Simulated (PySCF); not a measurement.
```xyz
17

C     3.3762   -0.1814    0.2792
O     2.0300   -0.5474    0.1667
Al    0.4518   -1.0034    0.0513
C    -1.0998    0.1699   -0.5146
C    -2.3597   -0.6549   -0.2289
C    -1.1576    1.5387    0.1776
H     3.8762   -0.3006   -0.6850
H     3.8740   -0.8139    1.0172
H     3.4555    0.8613    0.5947
H     0.1542   -2.4620    0.4293
H    -1.0783    0.3690   -1.5989
H    -2.2727   -1.6464   -0.6778
H    -3.2554   -0.1745   -0.6251
H    -2.4910   -0.7911    0.8446
H    -0.2297    2.0880    0.0167
H    -1.9825    2.1397   -0.2093
H    -1.2980    1.4211    1.2515
```

Geometry: GFN2-xTB.

These are results of PySCF 2.14.0, CAM-B3LYP/def2-SVPD, SCF density, gas phase, not measurements.

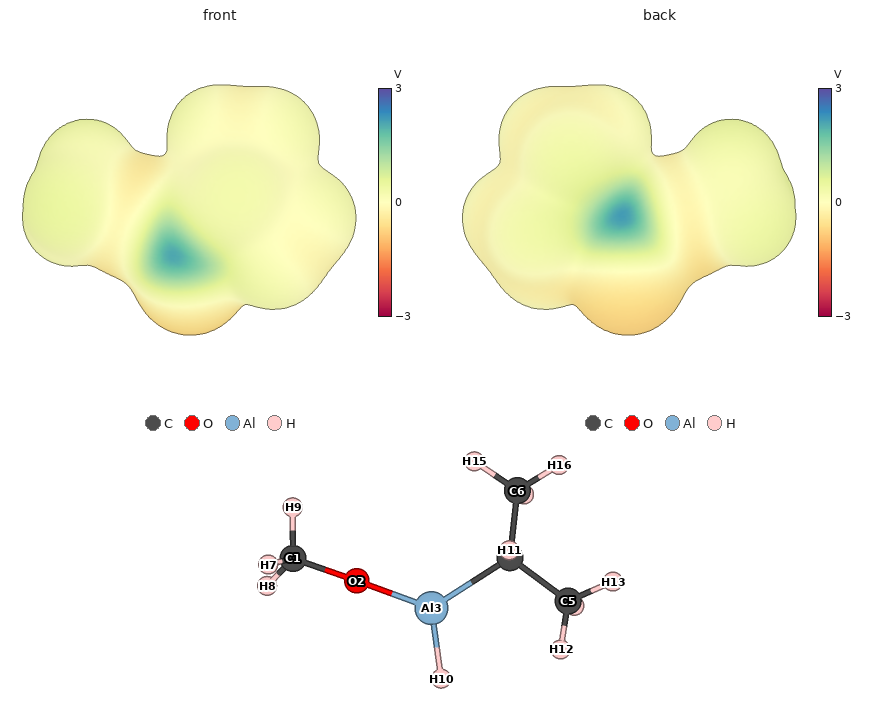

C$_{4}$H$_{11}$AlO (SMILES C[O][AlH][CH](C)C). The electrostatic potential painted on the density surface at 0.001 e/bohr³, seen from the front and from behind; the colour scale runs from red (negative) to blue (positive). The bare structure is drawn below in the same view.

Q: Which sites attract a positive test charge, and which a negative one?

A: A positive charge is drawn to the negative regions and a negative charge to the positive ones. The most negative region (about −0.7 V) lies over H10, the most positive (about +2.0 V) over Al3.
